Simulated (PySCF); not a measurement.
# BiB (charge −1, doublet): what the fields show

```yaml
atoms:
  - { symbol: Bi, position_ang: [0.0000, 0.0000, -0.1042] }
  - { symbol: B, position_ang: [0.0000, 0.0000, 1.9788] }
```

Core potentials replace the inner electrons of Bi.

Theory: PySCF, PBE0/def2-SVPD, non-relativistic Hamiltonian with scalar-relativistic core potentials where named, at a bond length of 2.083 Å.

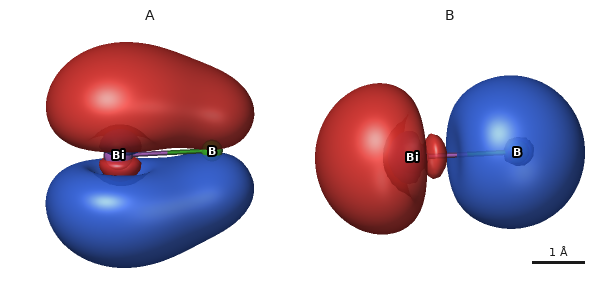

Figure 1. Two frontier β-spin orbitals, each drawn at the value that holds 80 % of its norm (blue and red are the two phases), in no order; of a degenerate pair one member is drawn.

Name the orbitals and rank them from lowest to highest energy.

Answer. Orbital B: σ, occupied in this spin, −3.53 eV; shared between the atoms (Bi 50 %, B 50 %).
Orbital A: π, occupied in this spin, −0.08 eV; mainly on Bi (75 %).

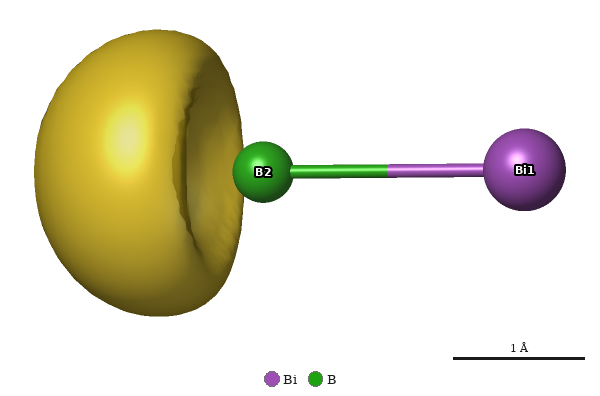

Figure 2. Isosurface of the ELF at 0.85 (yellow), seen from one side. Only the valence region is drawn (cores and ρ < 0.01 e/Å³ removed).

Identify the bonds, lone pairs and shells in this picture.

Answer. At this value the surface marks out one lobe on B, pointing away from the bonds (non-bonding electrons). Along the contacts the grid gives the following. Bi–B (2.08 Å): the ELF peaks at about 0.75 in the valence shell of B, 0.7 Å from its nucleus, and drops to about 0.25 between the two atoms.
